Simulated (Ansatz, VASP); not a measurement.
# Cross-check of BaZrO3 between VASP and Ansatz

Aim: how closely do two programs agree when they are given the same cell, functional and k mesh? The cell is taken from a series of runs on this material, whose earlier steps may have relaxed or scaled it; both programs get it as it stands.

Main program and level: Ansatz 0.2.0; plane waves, with VASP 6.6.1 beside it; single point at r2SCAN and single point at LDA.

## 1. The starting structure

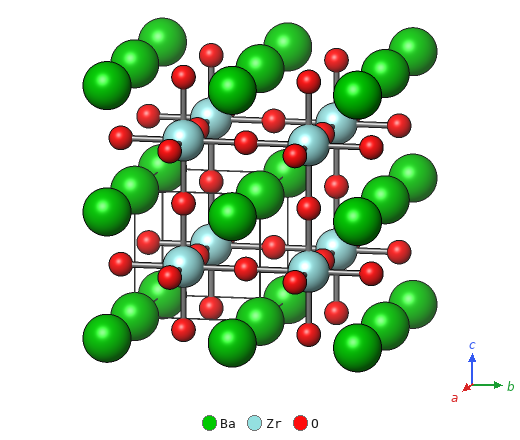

Start, viewed slightly off an axis; barium green, zirconium light teal, oxygen red. 2×2×2 cells are drawn. Some periodic images of atoms are drawn too.

## 2. Ansatz: single point, r2SCAN

Ansatz runs on its default PAW (the set named soft_2) files.

With cell and atoms fixed, the geometry can't cause a difference; cores, projectors, grids and the points listed under the comparison can.

Contents of input.yaml:

```yaml
crystal:
  lattice:
    - [4.0764504509, 0.0, 0.0]
    - [0.0, 4.0764504509, 0.0]
    - [0.0, 0.0, 4.0764504509]
  atoms:
    - { symbol: Ba, position: [0.0, 0.0, 0.0] }
    - { symbol: Zr, position: [0.5, 0.5, 0.5] }
    - { symbol: O, position: [0.0, 0.5, 0.5] }
    - { symbol: O, position: [0.5, 0.0, 0.5] }
    - { symbol: O, position: [0.5, 0.5, 0.0] }
hamiltonian:
  xc: r2scan
  pseudopotentials: { kind: paw }
kpoints:
  mp_grid: { grid: [3, 3, 3] }
scf:
  occupations: { method: gaussian, width: 0.05 }
  n_extra_bands: 5
output:
  forces: true
  stress: true
  eigenvalues: true
  write_density: true
  write_potential: true
  elf: true
  volumetric_format: npy
```

Launch:

```console
> ansatz run input.yaml --threads 2 --pin off --max-ram 4608MiB --backend cpu --events-out ev --progress --plain --runs-dir out
```

Numbers of over 12 decimals in the logs are rounded to 6 here.

Output:

```text
scf.n_extra_bands = 5 over 20 filled bands (N_el = 40.0): the run solves 25 bands
Engine: ansatz 0.2.0, aarch64-unknown-linux-gnu
Pseudopotentials: kind: paw
Pseudopotential: Ba, paw, valence charge 10, recommended cutoff 500 eV (meta_gga), Ba.paw.azcp
Pseudopotential: Zr, paw, valence charge 12, recommended cutoff 500 eV (meta_gga), Zr.paw.azcp
Pseudopotential: O, paw, valence charge 6, recommended cutoff 500 eV (meta_gga), O.paw.azcp
Functional definition: r2SCAN
  parameter k0 = 0.174
  parameter k1 = 0.065
  parameter a1 = 4.9479
  exchange = r2scan_x(k0 = k0, k1 = k1, a1 = a1)
  correlation = r2scan_c
Crystal: 5 atoms, lattice volume = 67.740 Å³
Basis set: ecut = 500 eV, 1743 PW (Γ), exchange–correlation on 120×120×120 points (64 copies of the dense FFT grid, shifted against one another)
Bands: 25, of which v1, the nominal top of the filled ones, is band 20 counted from 1 (19 counted from 0)
Symmetry: 48 space group operations
Space group: Pm-3m (ITA 221), of the structure as read, at distance tolerance 4.1e-5 Å
k-points: 4 of 27
Non-local potential: Ba, projectors of the file, l = 0: 3, l = 1: 2, l = 2: 2, l = 3: 2
Non-local potential: Zr, projectors of the file, l = 0: 3, l = 1: 2, l = 2: 2, l = 3: 2
Non-local potential: O, projectors of the file, l = 0: 2, l = 1: 2, l = 2: 1
PAW form: soft (Blöchl's): semilocal exchange-correlation on the pseudo side does not see the compensation charge
PAW frozen core: Ba, regenerated for the run's functional (the file was generated under x = pbe(κ = 0.804, μ = 0.219515), c = pbe(β = 0.066725))
PAW frozen core: Zr, regenerated for the run's functional (the file was generated under x = pbe(κ = 0.804, μ = 0.219515), c = pbe(β = 0.066725))
PAW frozen core: O, regenerated for the run's functional (the file was generated under x = pbe(κ = 0.804, μ = 0.219515), c = pbe(β = 0.066725))
PAW one-centre angular grid: Ba, 302 points (default); XC on 160 Gauss nodes
PAW one-centre angular grid: Zr, 590 points (default); XC on 160 Gauss nodes
PAW one-centre angular grid: O, 302 points (default); XC on 160 Gauss nodes
Initial density: superposition of atomic densities (neutral atoms: chi_scale 0, normalization atom), corrected by the library's trained network
Initial wavefunctions: pseudopotential atomic-orbital guess
Functional: x = r2scan, c = r2scan; τ floored in thin density (d = 2e-4 eV/Å³)
SCF iter   1: F=—  HF=-11874.857950 eV  |F-HF|=—  |Δ(HF+E_count)|=         —  Δρ=1.27e-2  dr2=1.35e-1  dr2_τ=2.97e-1  ethr=1.77e-3  ⟨swp⟩=6.8  Hψ=503  notcnv=0
preconditioner: auto → Resta (q_TF=auto, 2.499 Å⁻¹)  ε∞=3.5  [insulator: Δε(μ)=4.278 eV  Ē_g=17.589 eV  σ=0.050 eV  W_gap=1.00  n_scr=18 (ndim 8)  ℏωp=27.8 eV  f_vac=0.000  D(μ)=0.00/eV (n_scr^D=0)  ε∞_Penn≈3.5]
SCF iter   2: F=—  HF=-11874.998840 eV  |F-HF|=—  |Δ(HF+E_count)|=   1.41e-1  Δρ=5.73e-3  dr2=9.98e-3  dr2_τ=4.90e-3  ethr=3.36e-4  ⟨swp⟩=2.8  Hψ=215  notcnv=0  defer=4
SCF iter   3: F=—  HF=-11874.997809 eV  |F-HF|=—  |Δ(HF+E_count)|=   1.03e-3  Δρ=2.44e-3  dr2=2.20e-3  dr2_τ=2.79e-4  ethr=2.50e-5  ⟨swp⟩=2.8  Hψ=168  notcnv=0  defer=4
SCF iter   4: F=—  HF=-11874.997532 eV  |F-HF|=—  |Δ(HF+E_count)|=   2.77e-4  Δρ=3.66e-4  dr2=4.19e-5  dr2_τ=1.08e-5  ethr=5.50e-6  ⟨swp⟩=2.8  Hψ=184  notcnv=0  defer=4
SCF iter   5: F=—  HF=-11874.997549 eV  |F-HF|=—  |Δ(HF+E_count)|=   1.65e-5  Δρ=7.16e-5  dr2=3.16e-6  dr2_τ=2.48e-7  ethr=1.05e-7  ⟨swp⟩=2.8  Hψ=176  notcnv=0  defer=4
SCF iter   6: F=—  HF=-11874.997549 eV  |F-HF|=—  |Δ(HF+E_count)|=   3.47e-7  Δρ=1.88e-5  dr2=2.55e-7  dr2_τ=2.22e-8  ethr=7.90e-9  ⟨swp⟩=2.0  Hψ=156  notcnv=0  defer=4
SCF iter   7: F=-11874.997549 eV  HF=-11874.997549 eV  |F-HF|=3.85e-9  |Δ(HF+E_count)|=   3.99e-8  Δρ=2.98e-6  dr2=6.39e-9  dr2_τ=2.88e-10  ethr=2.50e-10  ⟨swp⟩=13.8  Hψ=735  notcnv=0
SCF 1 converged in 7 iterations: F = -11874.997549 eV  dr2 = 6.39e-9
  greatest PAW one-centre occupation: 0.993 electrons in one spin orbital (limit 2), on the Zr atom at site 1 (counted from 0), in its partial waves of l = 1
SCF converged after 7 iterations
Free energy (F): -11874.997549 eV
Harris-Foulkes:  -11874.997549 eV  (|F-HF|=3.85e-9)
Internal energy: -11874.997549 eV  (E = F + TS)
E sigma→0 (E₀):  -11874.997549 eV
Fermi energy:    12.591471 eV
--- Per-component energies (eV) ---
  E_band       = -70.663835
  E_kinetic    = 1048.642668
  E_local      = -1846.961971  (includes V_loc(G=0)·N_el)
  E_nonlocal   = 272.924554
  E_hartree    = 663.969002
  E_xc         = -541.698787
  E_vxc        = -687.537272  (∫ρ·V_xc dr)
  E_paw        = -8701.988230  (= ΣΔE_a)
  E_vpaw       = -225.881795  (= ΣTr[D̂ρ^β])
  E_aug_tail   = 0.003018  (compensation charges beyond the density's cutoff)
  E_vtau       = 40.206598  (kinetic-family band-sum trace: ∫τ·v_τ [+ j·A + Jᵃ·Aᵃ] dr)
  E_ewald      = -2769.697654
  E_core_change = -0.190148  (= ΣΔE_core)
  E_smearing   = -0.000000  (= −TS)
  E_closure    = 0.000000  (closes the sum)
  Σ components = -11874.997549   (vs F -11874.997549, Δ=0.00e0)
--- Forces (eV/Å), atoms counted from 1 ---
  atom   1  Ba    -0.00000000    -0.00000000    -0.00000000
  atom   2  Zr     0.00000000     0.00000000    -0.00000000
  atom   3  O      0.00000000    -0.00000000     0.00000000
  atom   4  O      0.00000000    -0.00000000     0.00000000
  atom   5  O      0.00000000    -0.00000000    -0.00000000
  max |Σ_I F_I| component: 3.62e-29 eV/Å
--- Stress (GPa, compression-positive) ---
       18.888505       0.000000       0.000000
        0.000000      18.888505       0.000000
        0.000000       0.000000      18.888505
  P = ⅓ Tr σ = 18.8885 GPa (188.885 kbar)
--- Band table (eV) ---
  k-point 0: bands = [... 16 lower, 9.5109, 10.5789, 10.5789, 10.5789, 14.6041, 14.6041, 14.6041, 16.0493, ... 1 higher]
  k-point 1: bands = [... 16 lower, 8.9912, 9.0998, 10.4097, 10.4097, 14.9091, 16.6572, 16.6572, 17.5055, ... 1 higher]
  k-point 2: bands = [... 16 lower, 9.2748, 9.6811, 10.1907, 10.3654, 16.7594, 16.8026, 17.1635, 18.9596, ... 1 higher]
  k-point 3: bands = [... 16 lower, 8.1595, 10.1654, 10.1654, 10.3541, 17.4748, 17.4748, 17.6219, 19.2097, ... 1 higher]
```

The column dr2 measures how far the density is from self-consistency, as an energy; F and HF (Harris–Foulkes) agree once it is small.

The run ends at a pressure of 18.89 GPa.

## 3. VASP: single point, r2SCAN

The same cell, functional, mesh and smearing now go to VASP, with its own data sets and cutoff.

Lines of VASP's logs that name or quote its potential files are left out, and so is its time.

Contents of INCAR:

```
SYSTEM = BaZrO3
PREC = Accurate
ENCUT = 1230
EDIFF = 1E-06
NELM = 100
ISMEAR = 0
SIGMA = 0.05
LREAL = .FALSE.
ALGO = Normal
METAGGA = R2SCAN
LASPH = .TRUE.
NBANDS = 26
LORBIT = 11
LWAVE = .FALSE.
LCHARG = .FALSE.
KPAR = 2
ISIF = 2
```

Contents of POSCAR:

```
BaZrO3
1.0
    4.0764504509      0.0000000000      0.0000000000
    0.0000000000      4.0764504509      0.0000000000
    0.0000000000      0.0000000000      4.0764504509
Ba Zr O
1 1 3
Direct
    0.0000000000      0.0000000000      0.0000000000
    0.5000000000      0.5000000000      0.5000000000
    0.0000000000      0.5000000000      0.5000000000
    0.5000000000      0.0000000000      0.5000000000
    0.5000000000      0.5000000000      0.0000000000
```

Contents of KPOINTS:

```
Automatic mesh
0
Gamma
3 3 3
0 0 0
```

PAW data sets: Ba_sv, Zr_sv and O_h (PBE family, release 64).

Launch:

```console
> mpirun -np 2 vasp_std
```

Output:

```text
[banner, memory and clock lines left out]
running    2 mpi-ranks, on    1 nodes
 distrk:  each k-point on    1 cores,    2 groups
 distr:  one band on    1 cores,    1 groups

 POSCAR found type information on POSCAR BaZrO
 POSCAR found :  3 types and       5 ions
|                                                                             |
|               ----> ADVICE to this user running VASP <----                  |
|                                                                             |
|     You enforced a specific xc type in the INCAR file but a different       |
|     [... a line on the potential file left out ...]
|     I HOPE YOU KNOW WHAT YOU ARE DOING!                                     |
|                                                                             |

 LDA part: xc-table for (None), standard interpolation
 POSCAR, INCAR and KPOINTS ok, starting setup
 FFT: planning ... GRIDC
 FFT: planning ... GRID_SOFT
 FFT: planning ... GRID
 WAVECAR not read
 entering main loop
       N       E                     dE             d eps       ncg     rms          rms(c)
DAV:   1     0.494776004824E+03    0.49478E+03   -0.36886E+04   208   0.308E+03
DAV:   2    -0.426375787448E+02   -0.53741E+03   -0.52361E+03   256   0.530E+02
DAV:   3    -0.104859074562E+03   -0.62221E+02   -0.61840E+02   286   0.158E+02
DAV:   4    -0.107556314183E+03   -0.26972E+01   -0.26932E+01   342   0.281E+01
DAV:   5    -0.107594067958E+03   -0.37754E-01   -0.37739E-01   280   0.282E+00    0.358E+01
DAV:   6    -0.842512466932E+02    0.23343E+02   -0.30473E+01   298   0.444E+01    0.137E+01
DAV:   7    -0.845967633443E+02   -0.34552E+00   -0.17755E+00   254   0.100E+01    0.690E+00
DAV:   8    -0.846582216135E+02   -0.61458E-01   -0.35341E-01   274   0.556E+00    0.881E-01
DAV:   9    -0.846512615984E+02    0.69600E-02   -0.69281E-02   296   0.163E+00    0.387E-01
DAV:  10    -0.846532783921E+02   -0.20168E-02   -0.49506E-03   298   0.695E-01    0.156E-01
DAV:  11    -0.846535185678E+02   -0.24018E-03   -0.19361E-03   260   0.318E-01    0.382E-02
DAV:  12    -0.846534983394E+02    0.20228E-04   -0.87146E-05   288   0.793E-02    0.275E-02
DAV:  13    -0.846534980078E+02    0.33169E-06   -0.45792E-05   310   0.500E-02    0.722E-03
DAV:  14    -0.846534976864E+02    0.32135E-06   -0.32728E-06   206   0.142E-02
   1 F= -.84653498E+02 E0= -.84653498E+02  d E =-.156386E-18
```

From OUTCAR (step 3):

```text
ion  position               nearest neighbor table
   1  0.000  0.000  0.000-   3 2.88   4 2.88   5 2.88   3 2.88   4 2.88   3 2.88   5 2.88   3 2.88
                             4 2.88   5 2.88   4 2.88   5 2.88   2 3.53   2 3.53   2 3.53   2 3.53
   2  0.500  0.500  0.500-   3 2.04   4 2.04   5 2.04   5 2.04   4 2.04   3 2.04   1 3.53   1 3.53
                             1 3.53   1 3.53   1 3.53   1 3.53   1 3.53   1 3.53
   3  0.000  0.500  0.500-   2 2.04   2 2.04   1 2.88   1 2.88   1 2.88   1 2.88
   4  0.500  0.000  0.500-   2 2.04   2 2.04   1 2.88   1 2.88   1 2.88   1 2.88
   5  0.500  0.500  0.000-   2 2.04   2 2.04   1 2.88   1 2.88   1 2.88   1 2.88

  LATTYP: Found a simple cubic cell.
 ALAT       =     4.0764504509

 Subroutine GETGRP returns: Found 48 space group operations
 (whereof 48 operations were pure point group operations)

The static configuration has the point symmetry O_h .

 Found      4 irreducible k-points:

   k-points           NKPTS =      4   k-points in BZ     NKDIM =      4   number of bands    NBANDS=     26

   dimension x,y,z NGX =    48 NGY =   48 NGZ =   48
   dimension x,y,z NGXF=    96 NGYF=   96 NGZF=   96

   ENCUT  = 1230.0 eV  90.40 Ry    9.51 a.u.  11.66 11.66 11.66*2*pi/ulx,y,z

   NELECT =      40.0000    total number of electrons

 k-points in reciprocal lattice and weights: Automatic mesh
   0.00000000  0.00000000  0.00000000       0.037
   0.33333333  0.00000000  0.00000000       0.222
   0.33333333  0.33333333  0.00000000       0.444
   0.33333333  0.33333333  0.33333333       0.296

 average (electrostatic) potential at core
       1 -37.4161       2 -81.9046       3-113.3435       4-113.3435       5-113.3435

 E-fermi :   4.6340

 k-point     1 :       0.0000    0.0000    0.0000
  band No.  band energies     occupation
    ...
     16       3.3058      2.00000
     17       3.3058      2.00000
     18       4.3277      2.00000
     19       4.3277      2.00000
     20       4.3277      2.00000
     21       8.3256      0.00000
     22       8.3256      0.00000
     23       8.3257      0.00000
     24       9.7303      0.00000
     25       9.7303      0.00000
    ...

 k-point     2 :       0.3333    0.0000    0.0000
  band No.  band energies     occupation
    ...
     16       2.7517      2.00000
     17       2.7517      2.00000
     18       2.8298      2.00000
     19       4.1601      2.00000
     20       4.1601      2.00000
     21       8.6973      0.00000
     22      10.4116      0.00000
     23      10.4116      0.00000
     24      11.2191      0.00000
     25      11.4493      0.00000
    ...

 k-point     3 :       0.3333    0.3333    0.0000
  band No.  band energies     occupation
    ...
     16       2.1688      2.00000
     17       3.0096      2.00000
     18       3.4363      2.00000
     19       3.9471      2.00000
     20       4.1111      2.00000
     21      10.5451      0.00000
     22      10.5691      0.00000
     23      10.9156      0.00000
     24      12.6875      0.00000
     25      12.9158      0.00000
    ...

  Total        8.5416765      8.5416765      8.5416765     -0.0000000     -0.0000000      0.0000000
  in kB      202.0259685    202.0259685    202.0259685     -0.0000000     -0.0000000      0.0000000
  external PRESSURE =     202.0259685 kB  Pullay stress =       0.0000000 kB

  energy-cutoff  :     1230.00
  volume of cell :       67.74
      direct lattice vectors                 reciprocal lattice vectors
     4.076450451  0.000000000  0.000000000     0.245311457  0.000000000  0.000000000
     0.000000000  4.076450451  0.000000000     0.000000000  0.245311457  0.000000000
     0.000000000  0.000000000  4.076450451     0.000000000  0.000000000  0.245311457

 POSITION                                       TOTAL-FORCE (eV/Angst)
 -----------------------------------------------------------------------------------
      0.00000      0.00000      0.00000         0.000000      0.000000      0.000000
      2.03823      2.03823      2.03823         0.000000      0.000000      0.000000
      0.00000      2.03823      2.03823         0.000000      0.000000      0.000000
      2.03823      0.00000      2.03823         0.000000      0.000000      0.000000
      2.03823      2.03823      0.00000         0.000000      0.000000      0.000000
 -----------------------------------------------------------------------------------
    total drift:                                0.000000     -0.000000     -0.000000

  FREE ENERGIE OF THE ION-ELECTRON SYSTEM (eV)
  ---------------------------------------------------
  free  energy   TOTEN  =       -84.6534976864 eV

  energy  without entropy=      -84.6534976864  energy(sigma->0) =      -84.65349769

 total charge
# of ion       s       p       d       tot
------------------------------------------
    1        2.017   5.662   0.294   7.973
    2        2.213   6.125   1.473   9.811
    3        1.043   2.375   0.000   3.418
    4        1.043   2.375   0.000   3.418
    5        1.043   2.375   0.000   3.418
--------------------------------------------------
tot          7.359  18.911   1.767  28.037

[... 1 further part left out ...]
```

The run ends at a pressure of 20.20 GPa.

## 4. Differences

Known differences besides the PAW data sets themselves: VASP keeps PBE cores, Ansatz makes them for the functional; the cutoff is 500 eV in Ansatz and 1230 eV in VASP. Total energies have different zeros and are not compared.

The two programs side by side:

| quantity | Ansatz | VASP | difference |
| --- | --- | --- | --- |
| pressure (GPa) | 18.89 | 20.20 | -1.31 |
| gap on the k mesh (eV) | 4.025 | 3.998 | +0.027 |

Ansatz's pressure holds a Pulay correction of 0.08 GPa; VASP's holds none.

(Part 1 of 2 ends here.)

[Lines on the potential files, build, host, timing and source positions are cut from VASP's logs without a mark.]

[Logs are printed without paths, hosts, clocks, repeated set-up lines and the standing remarks that a program may print on its own settings, such as how far it seeks lower states.]

[Hosts, paths, dates, database ids (printed as entryN), source tags and the programs' standing remarks are cut or masked in the printed files.]
